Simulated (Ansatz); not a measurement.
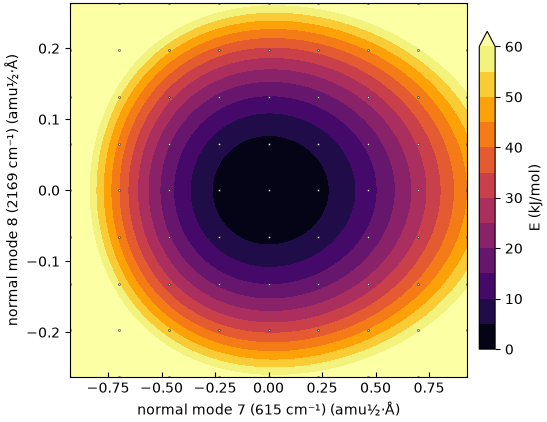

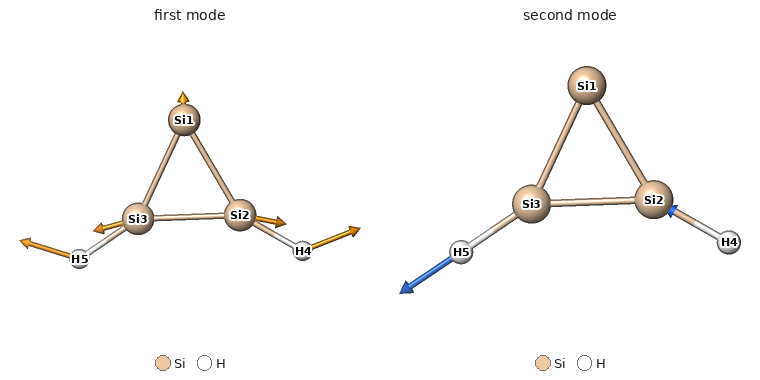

Energy landscape of H₂Si₃, SMILES [Si]1=[SiH][SiH]=1. Coordinates scanned: (1) normal mode 7 (615 cm⁻¹); (2) normal mode 8 (2169 cm⁻¹). Nothing is relaxed (straight displacements along the two mass-weighted modes). The grid has 9 × 9 points. Points are written as (first, second). Energies: kJ/mol, counted from the lowest grid point. These are results of RKS r2SCAN-D4/def2-TZVP (Ansatz 0.2.0), not measurements.

In the figure: filled contours, dots at the grid points, one colour for all values above the top of the scale. Between grid points the surface is interpolated. The second picture is the structure at the lowest point

Summarise what can be read from the map.

The lowest grid point is at (0.000 amu½·Å, 0.000 amu½·Å). It is the only kind of minimum in the scanned range. The highest grid point, (−0.929 amu½·Å, −0.263 amu½·Å), lies 139 kJ/mol above the lowest.

Each point was launched as `ansatz run input.yaml --threads 1 --pin off --max-ram 2560MiB --backend cpu --events-out ev --progress --plain --runs-dir out`. The whole map (81 points run) took 8.3 min on 1 thread of Arm Neoverse V2 (shared host).
